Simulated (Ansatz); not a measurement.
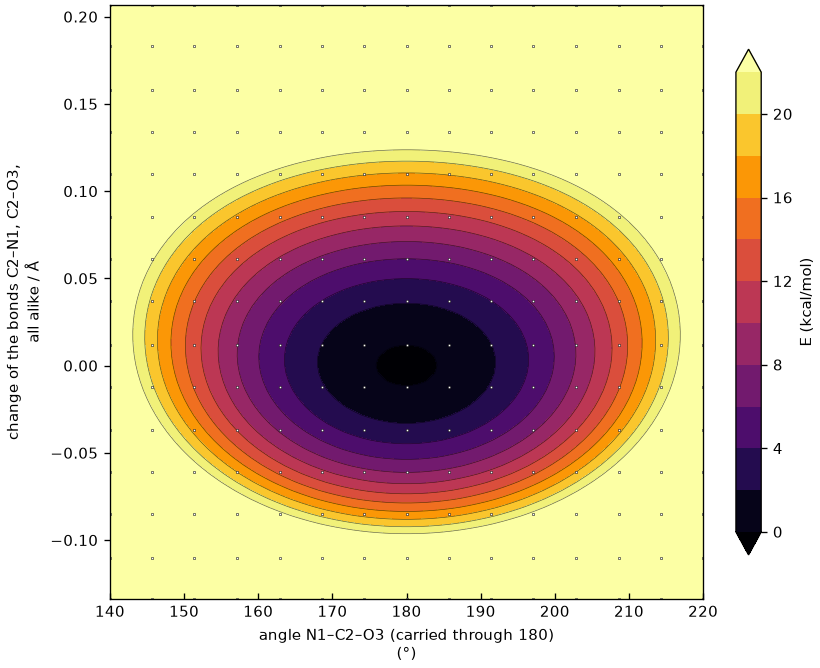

CNO, SMILES [N-]=C=O, charge −1. The first coordinate is: angle N1–C2–O3 (carried through 180); the second: change of the bonds C2–N1, C2–O3, all alike. Nothing is relaxed (all other coordinates rigid). The grid has 15 × 15 points; 120 points were computed and 105 follow by symmetry. Points are written as (first, second). Energies: kcal/mol, counted from the lowest grid point. The restricted reference is unstable at some or all points, so the energies there are unreliable. These are results of RHF-MP2, frozen core/def2-TZVPD in Ansatz, not measurements.

Drawn: filled contours, dots at the grid points, one colour for all values above the top of the scale. Between grid points the surface is interpolated.

Estimate the position of the minimum and the force constants in these coordinates.

Answer. The interpolated minimum is at the first coordinate ≈ 180.0°, the second coordinate ≈ 0.000 Å. The curvatures there are about 4.4 eV/rad² and 166 eV/Å², with a cross term of about 0 eV/(rad·Å). Round the minimum the two coordinates are nearly uncoupled. (1 eV is 23.1 kcal/mol.)
